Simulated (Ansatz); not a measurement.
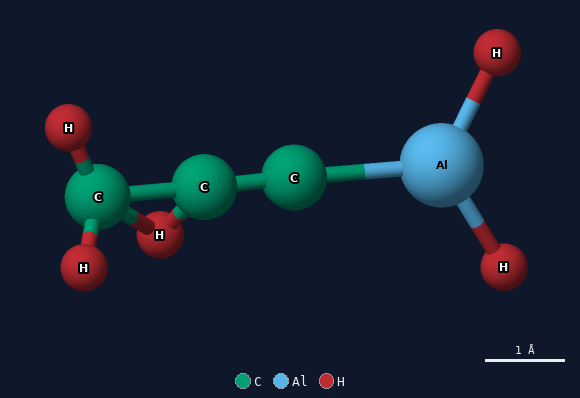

Starting structure of C3H5Al. The picture is a ball-and-stick view, seen at a tilt.

The run prepares an end point of a later path (hydrogen shift) calculation, from a guessed geometry.

Theory: RKS r2SCAN/def2-SVP in Ansatz.

Input
```yaml
crystal:
  periodic: [false, false, false]
  atoms:
    - { symbol: C, position_ang: [0.3873, 1.64, -1.0954] }
    - { symbol: C, position_ang: [0.0951, 0.4742, -0.3184] }
    - { symbol: C, position_ang: [-0.1317, -0.5165, 0.3193] }
    - { symbol: Al, position_ang: [-0.3431, -2.1091, 1.3769] }
    - { symbol: H, position_ang: [1.034, 2.3474, -0.5754] }
    - { symbol: H, position_ang: [0.7892, 1.4219, -2.0833] }
    - { symbol: H, position_ang: [-0.62722, 1.25227, -0.0715] }
    - { symbol: H, position_ang: [-0.3463, -3.5354, 0.6691] }
    - { symbol: H, position_ang: [-0.8002, -1.9814, 2.9673] }
basis:
  gaussian: { orbitals: def2-SVP }
hamiltonian:
  xc: r2scan
relax:
  f_tol: 0.02
  max_steps: 50
```

Run as
```bash
ansatz run input.yaml --threads 2 --pin off --max-ram 3072MiB --backend cpu --events-out ev --progress --plain --runs-dir out
```

Question: Predict the outcome.

Answer: The energy falls by 374.0 kJ/mol in 11 geometry steps. The largest force component goes from 5.9 to 0.0054 eV/Å. The atom that moves furthest after the best rigid fit is H7 (1.32 Å). Largest moves by element: H 1.32 Å, C 0.21 Å, Al 0.18 Å. Some distances before and after: C2–H7 1.090 → 2.110 Å, C1–H7 1.493 → 1.102 Å, Al4–H9 1.660 → 1.586 Å, C2–C3 1.200 → 1.230 Å. Bonds break: C2–H7 (1.09 → 2.11 Å). Among the angles between lasting bonds that change: C2–C3–Al4 175.3° → 179.8°, C2–C1–H6 113.9° → 111.5°, H5–C1–H6 110.1° → 108.1°. The run took 29 s on 2 threads of AMD EPYC 7R13 Processor (Zen 3) (shared host), peak memory 0.15 GiB.

Final geometry:

```xyz
9

C     0.3106    1.5924   -0.9229
C     0.0962    0.3712   -0.1704
C    -0.0861   -0.6641    0.4685
Al   -0.3739   -2.2606    1.4595
H     1.0315    2.2522   -0.4131
H     0.6964    1.3808   -1.9333
H    -0.6317    2.1537   -1.0336
H    -0.4043   -3.6548    0.7041
H    -0.5816   -2.1773    3.0297
```

The end point in the same view:

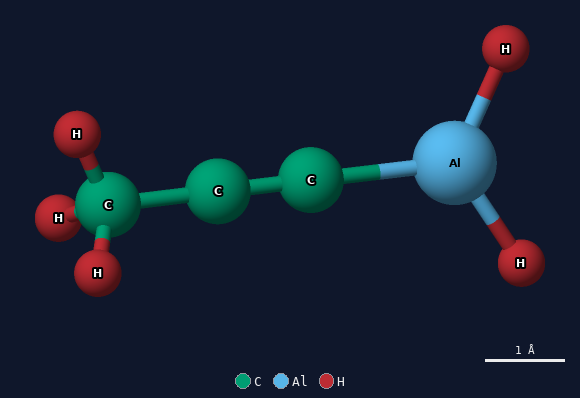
